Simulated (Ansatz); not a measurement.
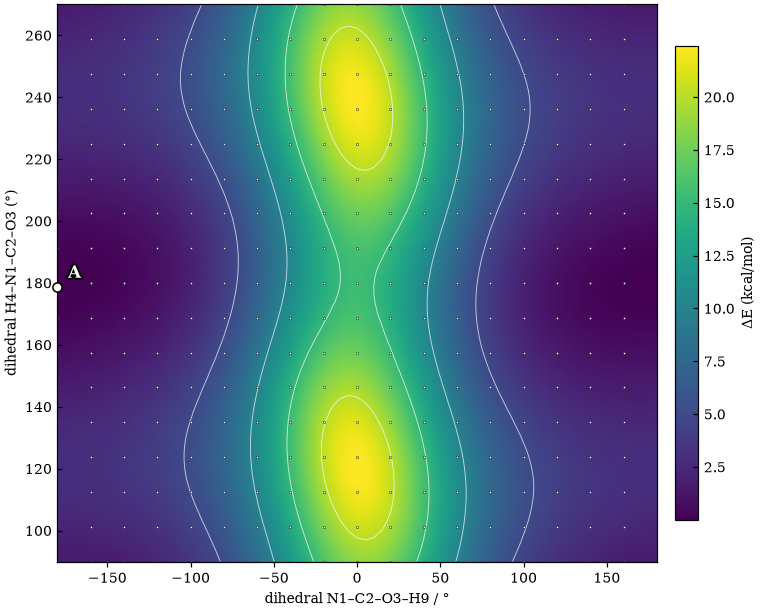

CH6NO, SMILES [NH3+]CO, charge +1. The first coordinate is: dihedral N1–C2–O3–H9; the second: dihedral H4–N1–C2–O3. Nothing is relaxed (all other coordinates rigid). Grid: 18 × 17 points; 154 points were computed and 152 follow by symmetry. Points are written as (first, second). All energies are given in kcal/mol relative to the relaxed molecule at the same level. These are results of RHF-MP2, frozen core/def2-TZVP in Ansatz, not measurements.

The picture shows a smooth colour map with a few white contour lines, dots at the grid points, the point A. Between grid points the surface is interpolated.

What is the easiest way out of the well at A, and how high is the barrier?

Answer. The easiest path leads from the well at (−180°, 180.0°) to its copy one period on. Its highest point lies about 15 kcal/mol above the bottom of the first well on the interpolated surface, at (0°, 180.0°). The start is the relaxed structure and all else is held, so a fully relaxed path at this level can only be lower.

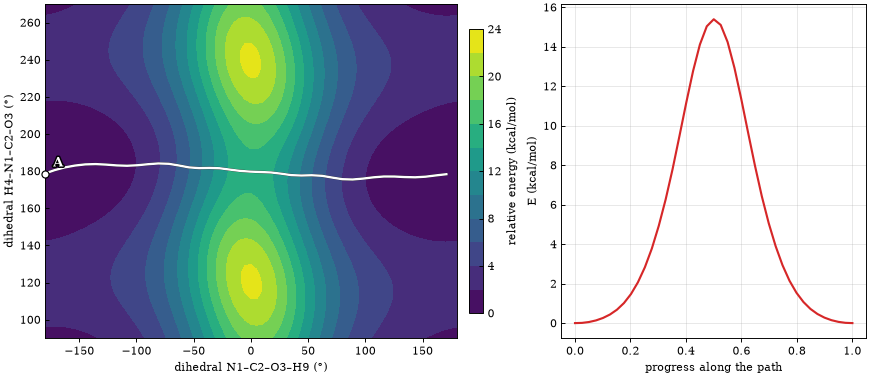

In the figure: filled contours, a line along the lowest path, the energy along the path at the right. Between grid points the surface is interpolated.
